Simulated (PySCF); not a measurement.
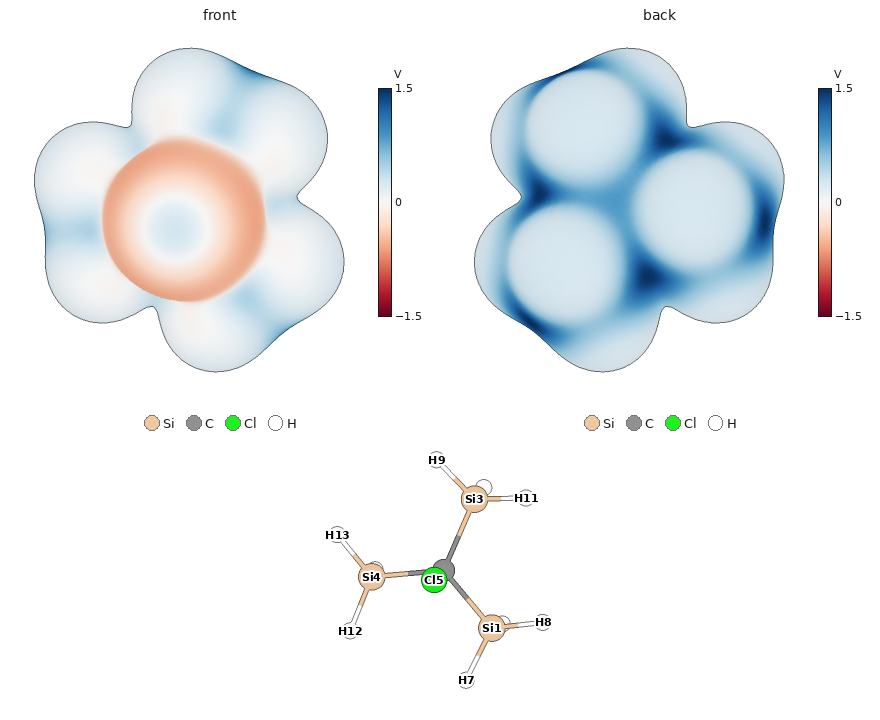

CH9ClSi3. The molecular electrostatic potential painted on the density surface at 0.002 e/bohr³, seen from the front and from behind; red is negative and blue positive. The bare structure is drawn below in the same view.

Geometry: GFN2-xTB.

Level of theory: PBE0/pcSseg-1, SCF density, gas phase, non-relativistic (PySCF).

```xyz
14

Si   -0.0799    1.3879   -1.2309
C    -0.1318    0.1836    0.2481
Si   -1.3585   -1.2630    0.0413
Si    1.5840   -0.3288    0.9070
Cl   -0.8444    1.1785    1.6017
H     0.4809    0.6775   -2.3809
H     0.7582    2.5316   -0.8749
H    -1.4407    1.8397   -1.5167
H    -1.4328   -2.0001    1.3016
H    -0.8708   -2.1276   -1.0342
H    -2.6744   -0.7193   -0.2905
H     2.3599    0.8781    1.1869
H     1.4057   -1.0993    2.1366
H     2.2439   -1.1392   -0.1174
```

### Where is the surface potential most negative and most positive?

The most negative region (about −0.6 V, or −14 kcal/mol for a unit charge) lies over Cl5, the most positive (about +1.5 V, or +35 kcal/mol for a unit charge) over Si1, Si3 and Si4. Cl5 shows a σ-hole: about +0.3 V at the tip opposite its bond, against about −0.4 V, or −9 kcal/mol for a unit charge on its flanks.

### What dipole moment does the calculation give?

Its dipole moment is 1.40 D.
